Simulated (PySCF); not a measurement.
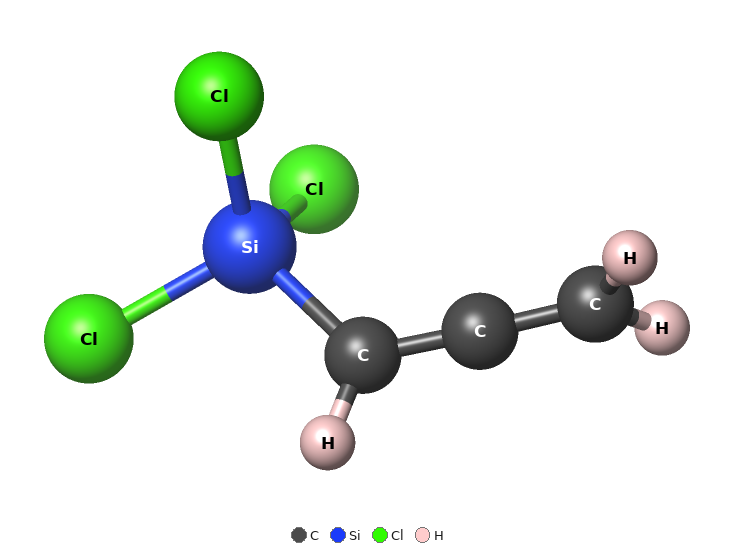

A ball-and-stick model of a molecule.

The geometry was computed by an optimisation with GFN2-xTB. No frequency run is at hand to confirm it as a minimum.

**What is the molecular formula?**

C₃H₃Cl₃Si, 10 atoms: 3 carbon, 3 hydrogen, 3 chlorine and 1 silicon.

**How many bonds of each kind are drawn?**

3 Cl–Si, 3 C–H, 2 C–C, 1 C–Si.

**What is its SMILES?**

C=C=C[Si](Cl)(Cl)Cl

The parts below concern this one geometry. Atoms keep their numbers from picture to picture.

Geometry

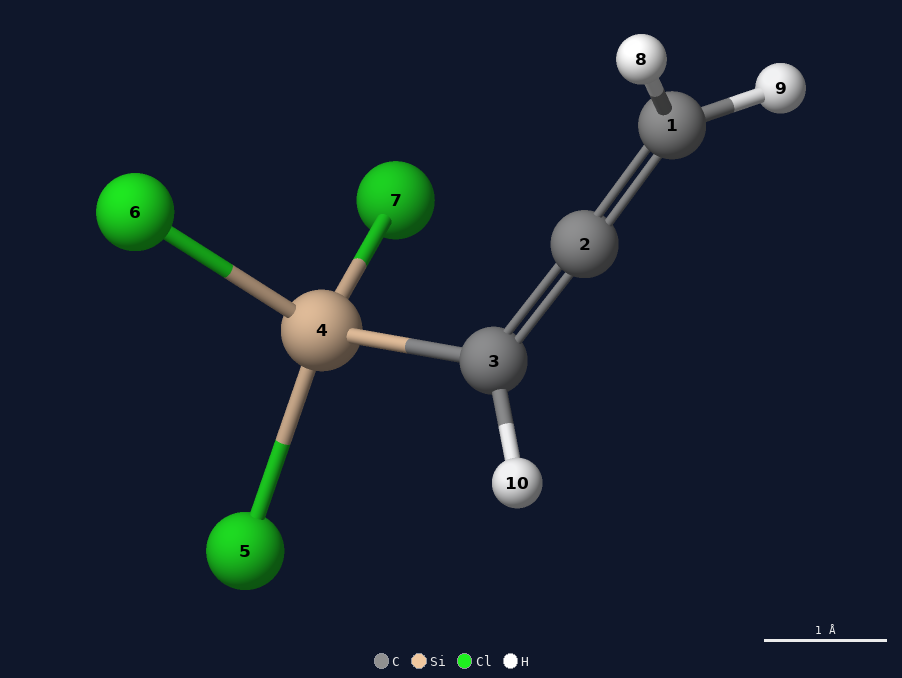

The atoms are numbered. No frequency run is at hand to confirm it as a minimum.

Give the bond lengths.

```tsv
bond	length (Å)	order
C1–C2	1.291	double
C1–H8	1.077	single
C1–H9	1.077	single
C2–C3	1.301	double
C3–Si4	1.885	single
C3–H10	1.083	single
Si4–Cl5	2.022	single
Si4–Cl6	2.025	single
Si4–Cl7	2.023	single
```

Electronic properties

No frequency run is at hand to confirm it as a minimum. Method: PBE0/pcSseg-1, gas phase (PySCF 2.14.0).

**Give the HOMO–LUMO gap at this level.**

7.09 eV.

**Estimate the HOMO energy (Kohn–Sham orbital).**

−8.14 eV.

**Give the dipole moment at this level.**

2.24 D.

Quadrupole coupling

No frequency run is at hand to confirm it as a minimum. Electric field gradients from the ground-state density, PBE0/pcSseg-1 (PySCF 2.14.0), non-relativistic apart from any core potentials.

Give the largest field-gradient component, the quadrupole coupling constant and the asymmetry for 35Cl at Cl5 (Q = −81.7 mb), 35Cl at Cl6 (Q = −81.7 mb), 35Cl at Cl7 (Q = −81.7 mb), 2H at H8 (Q = 2.86 mb), 2H at H9 (Q = 2.86 mb).

```tsv
atom	V_zz (a.u.)	e²qQ/h (MHz)	η
Cl5	2.254	−43.3	0.02
Cl6	2.269	−43.5	0.03
Cl7	2.274	−43.7	0.04
H8	0.337	0.227	0.06
H9	0.338	0.227	0.06
```

NMR shielding

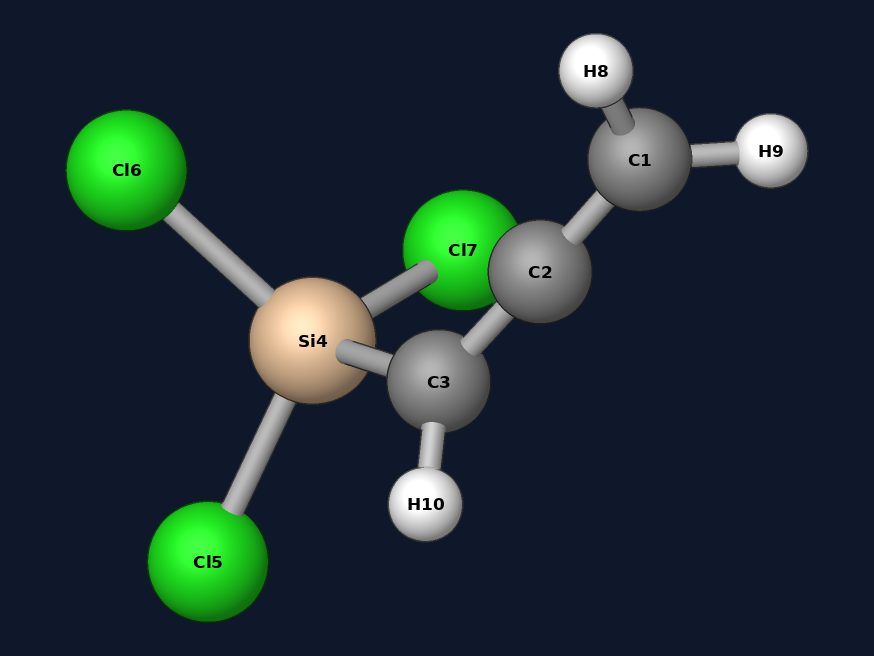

No frequency run is at hand to confirm it as a minimum. Method: GIAO PBE0/pcSseg-1 NMR shielding, non-relativistic, gas phase (PySCF 2.14.0). Principal shieldings σ11 ≤ σ22 ≤ σ33, span Ω = σ33 − σ11, skew κ = 3(σiso − σ22)/Ω.

Give the shielding tensors of the Si atoms.

```
atom    σ11    σ22    σ33   σiso     Ω      κ
 Si4  321.3  339.0  347.5  335.9  26.2  −0.35
```

Shieldings and span in ppm.

Charges

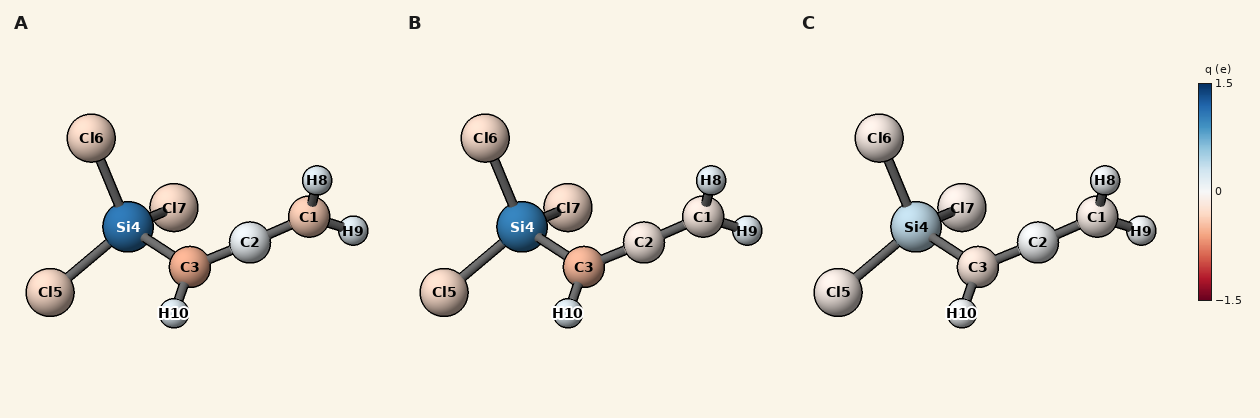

Atomic charges of one calculation by 3 schemes, on one colour scale. No frequency run is at hand to confirm it as a minimum. Method: PBE0/pcSseg-1 (PySCF 2.14.0).

**The schemes are Hirshfeld, IAO, Mulliken. Which panel shows which?**

A IAO, B Mulliken, C Hirshfeld.

List the charges (e), one line for each set of equivalent atoms.

```csv
atom,IAO,Mulliken,Hirshfeld
C1,−0.37,−0.14,−0.10
C2,0.09,−0.12,0.03
C3,−0.52,−0.48,−0.17
Si4,1.07,1.01,0.37
Cl5,−0.28,−0.27,−0.10
Cl6,−0.28,−0.25,−0.11
Cl7,−0.28,−0.26,−0.10
H8,0.19,0.16,0.07
H9,0.19,0.16,0.07
H10,0.19,0.18,0.06
```

Mulliken values depend strongly on the basis set and can even reverse the polarity of a bond. The geometry is semi-empirical. Around Si such bond lengths and angles can be off by a tenth of an ångström or more and by several degrees, and values that hang on the shape move with them.
